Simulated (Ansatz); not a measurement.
Calculation: PBE (plane waves to 420 eV, PAW; Ansatz, a program for electronic structure).

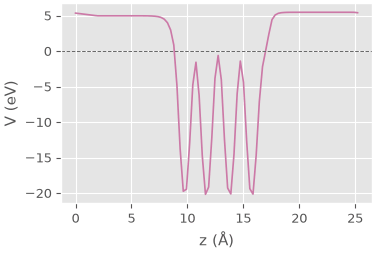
Fig. 1. Electrostatic potential energy of an electron, averaged over planes parallel to the surface, in eV from the Fermi level, for O on the 1x1 (0001) surface of hcp Co, ferromagnetic, one in a 2x2 cell, started at the site 'hollow Co-Co-Co over Co at depth 2.0 Å'

Model: 17-atom slab, 6.0 Å thick at the start under the adsorbate (thin: gaps and levels are the slab's own), 7x7x1 mesh, Fermi-Dirac 0.1 eV, dipole correction, 8 atoms held, the rest relaxed; symmetry of the start imposed; spin-polarised, no spin-orbit, no U, no dispersion correction. At the end it is bonded to 3 Co. In PBE it is, or lies within 0.03 eV of, the lowest of the starts that converged.

The vacuum level lies 5.48 eV above the Fermi level over the top face and 4.98 eV above it under the bottom face.
